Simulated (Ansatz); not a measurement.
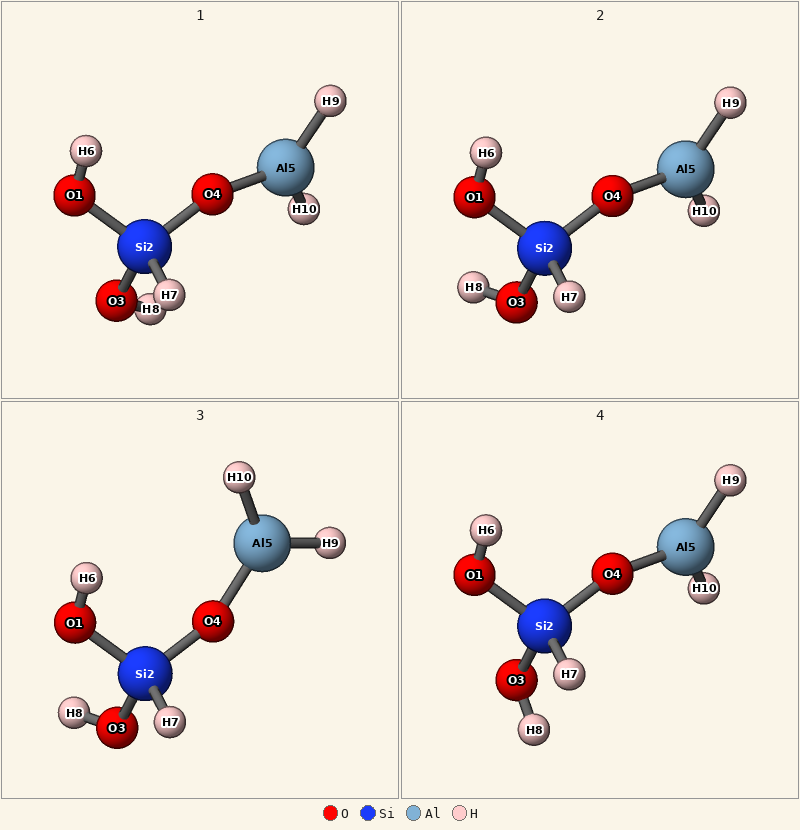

AlH₅O₃Si, SMILES O[SiH](O)[O][AlH2]. The first coordinate is: dihedral O1–Si2–O4–Al5; the second: dihedral O1–Si2–O3–H8. Nothing is relaxed (all other coordinates rigid). The grid has 9 × 9 points. Points are written as (first, second). Energies are in kcal/mol, from the lowest grid point. All numbers below come from RKS PBE-D4/def2-TZVP (Ansatz 0.2.0).

The numbered pictures are structures from this grid.

> Rank them by energy, lowest first.

2, at (−140°, 20°): 0.00 kcal/mol; 3, at (20°, 20°): 0.74 kcal/mol; 4, at (−140°, −140°): 1.52 kcal/mol; 1, at (−140°, 140°): 2.28 kcal/mol.

The map, with the structures marked:

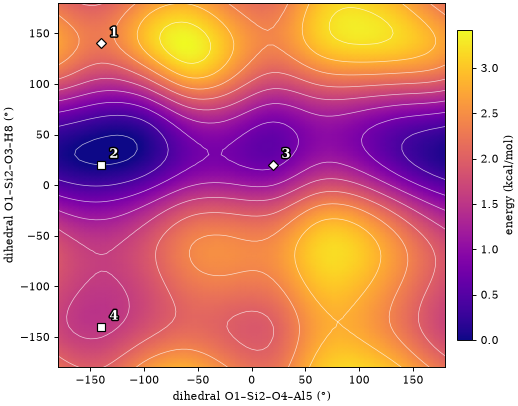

In the figure: a smooth colour map with a few white contour lines. Between grid points the surface is interpolated.
